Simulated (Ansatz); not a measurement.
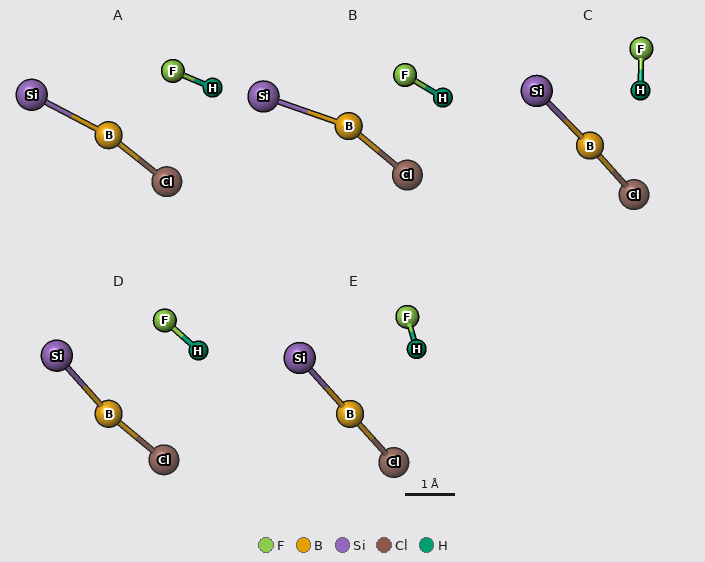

5 geometries from one relaxation of BSiHClF, in shuffled order. A ball-and-stick model, seen from a free direction.

It is one of the separated reactants of a reaction.

Theory: RKS PBE0-D4/def2-TZVP in Ansatz 0.2.0. Set-up: force threshold 0.005 eV/Å; at most 200 steps.

Q: Order the frames from highest to lowest energy.

A: B, A, D, E, C. They are steps 0, 6, 10, 16, 25, at +0.349 eV, +0.253 eV, +0.136 eV, +0.020 eV relative to the last. The atom that moves furthest after the best rigid fit is the H atom (0.98 Å). By element the largest moves are H 0.98 Å, Si 0.88 Å, Cl 0.71 Å, F 0.55 Å, B 0.54 Å. Near-neighbour distances that change, for instance: B–F 1.933 → 2.676 Å, F–Si 3.076 → 2.377 Å, B–Cl 1.765 → 1.688 Å, B–Si 1.909 → 1.898 Å. Among the angles between lasting bonds that change: Si–B–Cl 155.3° → 176.8°. After 23 accepted moves (25 points after the start) the energy has fallen by 0.349 eV. Largest force component: 0.7 eV/Å at the start, 0.0049 eV/Å at the end. The line search rejected the trial steps at points 11, 20 of the run. The run took 2.1 min on 2 threads of Arm Neoverse N1, on a shared host.
